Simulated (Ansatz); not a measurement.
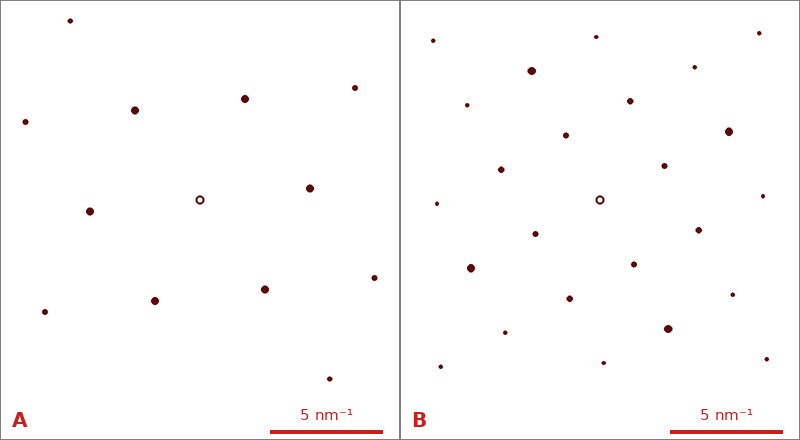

Kinematic electron diffraction patterns (120 kV, B = 0.5 Å², same scale, each along a low-index zone) of two structures of composition Cd2Br, each relaxed at zero pressure with DFT PBE, scalar-relativistic, plane waves, PAW (Ansatz).

The structures (standard cells):
1. Fd-3m (No. 227), a = 8.617 Å, 24 atoms; generated start, possibly hypothetical
2. R3m (No. 160), a = 4.023 Å, c = 18.198 Å (hexagonal axes), 9 atoms; generated start, possibly hypothetical

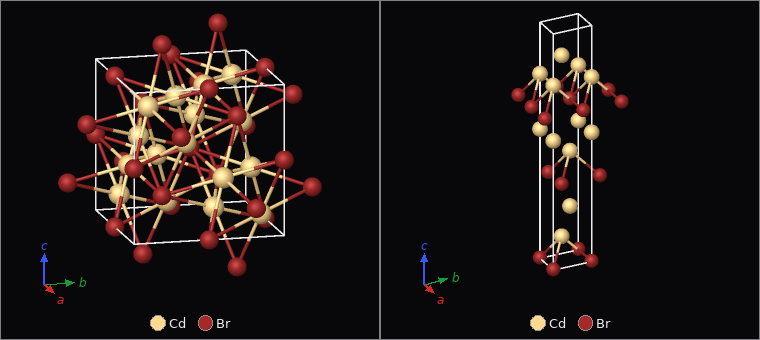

Drawings of the structures 1 to 2, from left to right (each may span several cells).

Q: Which pattern belongs to which structure, and along which zone?

A: A is structure 2 along [001]: hexagonal net of 2 -1 0 at d = 2.01 Å and 1 1 0 at d = 2.01 Å, 60.0° apart. B is structure 1 along [001] or an equivalent direction: square net of 2 -2 0 at d = 3.05 Å and 2 2 0 at d = 3.05 Å, 90.0° apart (some points of this net are extinct or too weak to see).

Q: Which structure lies lowest at this level of theory, and by how much?

A: Structure 2 (R3m, 28.34 Å³ an atom) is the lowest of these; structure 1 (Fd-3m, 26.66 Å³ an atom) lies about 180 meV an atom higher. These are static energies at 0 K; other structures, not shown, may lie lower still.
